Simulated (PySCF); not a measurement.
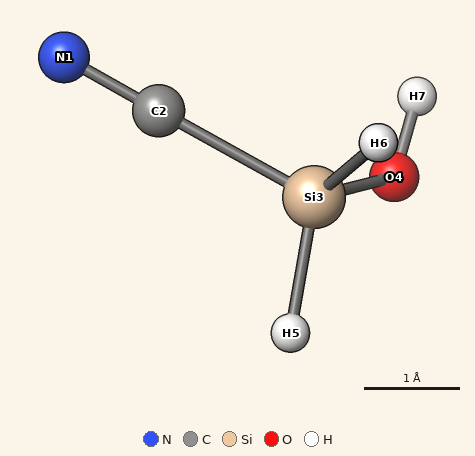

Figure 1. The structure as given in the input (ball-and-stick view, seen at a tilt; atoms are numbered from 1 in the order of the input).

# Run report: CH3NOSi, NMR shielding calculation

CH3NOSi, computed with GIAO wB97X/def2-TZVP NMR shielding, non-relativistic, gas phase (PySCF 2.14.0).

The geometry comes from this level: GFN2-xTB. It belongs to a series of runs on one base structure; here: wB97X/def2-TZVP; aux def2-universal-jkfit. Figures and captions count atoms from 1; the log counts them from 0 in places.

### What the program printed
```
final grid: 61456 points
cycle   1  E = -459.3141082080  dE =  3.437e-01  |g| = 7.846e-01  |ddm| = 2.108e+00
cycle   2  E = -459.2613741338  dE =  5.273e-02  |g| = 9.949e-01  |ddm| = 8.057e-01
cycle   3  E = -459.4379982770  dE = -1.766e-01  |g| = 9.033e-02  |ddm| = 4.551e-01
cycle   4  E = -459.4390682739  dE = -1.070e-03  |g| = 6.226e-02  |ddm| = 7.085e-02
cycle   5  E = -459.4398108165  dE = -7.425e-04  |g| = 9.300e-03  |ddm| = 3.418e-02
cycle   6  E = -459.4398319939  dE = -2.118e-05  |g| = 1.749e-03  |ddm| = 8.519e-03
cycle   7  E = -459.4398330105  dE = -1.017e-06  |g| = 4.053e-04  |ddm| = 2.485e-03
cycle   8  E = -459.4398330935  dE = -8.303e-08  |g| = 1.006e-04  |ddm| = 8.270e-04
cycle   9  E = -459.4398330999  dE = -6.330e-09  |g| = 2.575e-05  |ddm| = 1.973e-04
cycle  10  E = -459.4398331005  dE = -6.180e-10  |g| = 8.575e-06  |ddm| = 5.022e-05
converged SCF energy = -459.4398331005

GIAO shielding tensors (ppm)
atom      isotropic    diamagn.    paramagn.     s11        s22        s33       span
  0 N      -74.998     324.692    -399.690   -267.278   -255.027    297.312    564.590
  1 C       65.205     267.155    -201.950    -48.683    -44.357    288.654    337.337
  2 Si     388.064     874.442    -486.379    323.435    387.759    452.997    129.562
  3 O      315.285     384.264     -68.979    294.860    312.055    338.942     44.082
  4 H       26.967      28.675      -1.708     23.949     25.463     31.489      7.539
  5 H       26.739      28.890      -2.151     23.674     25.319     31.224      7.550
  6 H       30.822      29.322       1.500     23.471     25.653     43.342     19.871
```

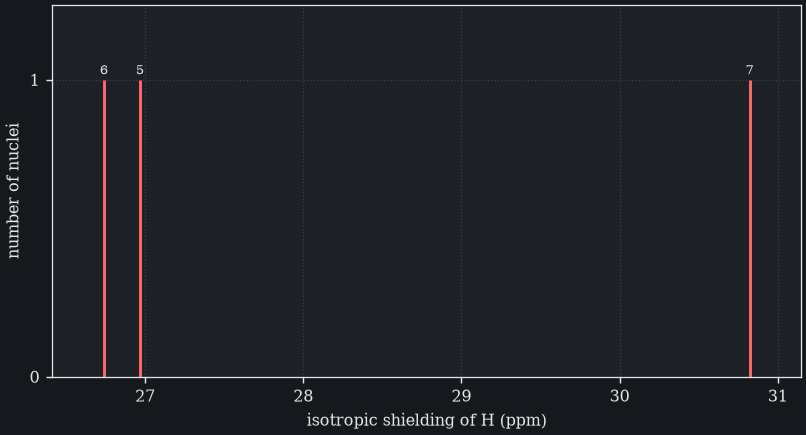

Figure 2. Isotropic shieldings of the hydrogen nuclei in this fixed geometry, labelled by atom number; shielding grows to the right, so chemical shift grows to the left. The least shielded is H6 (26.7 ppm), the most shielded H7 (30.8 ppm).

The run was set up as follows.

### The input
```
{"job": {"kind": "nmr", "xc": "wB97X", "basis": "def2-TZVP", "pop": false, "scf": {"aux": "def2-universal-jkfit"}}, "charge": 0, "multiplicity": 1}
N      2.514671    -0.590737     0.257518
C      1.453598    -0.180397     0.124198
Si    -0.283269     0.495605    -0.076815
O     -1.317215    -0.708013    -0.398103
H     -0.342386     1.307862    -1.279152
H     -0.580332     1.156989     1.193383
H     -1.441735    -1.476405     0.151893
```

The first line tells a small driver script what to run in PySCF; the rest is the geometry in Å.

Launched with:
```bash
OMP_NUM_THREADS=1 python <driver script> task.json out
```

### Results in brief

| quantity | value |
| --- | --- |
| outcome | converged |
| total energy | −459.439833 hartree |
| HOMO | −12.09 eV |
| LUMO | 1.02 eV |
| dipole moment | 3.20 D |
| isotropic shielding, N | −75.0 ppm |
| isotropic shielding, C | 65.2 ppm |
| isotropic shielding, Si | 388.1 ppm |
| isotropic shielding, O | 315.3 ppm |
| isotropic shielding, H | 26.7 to 30.8 ppm |
| hardware | 1 CPU thread, shared host |
| wall time | 13 s |
| peak memory | 0.58 GiB |

### Remarks

Settings chosen away from the usual ones: wB97X/def2-TZVP; aux def2-universal-jkfit.
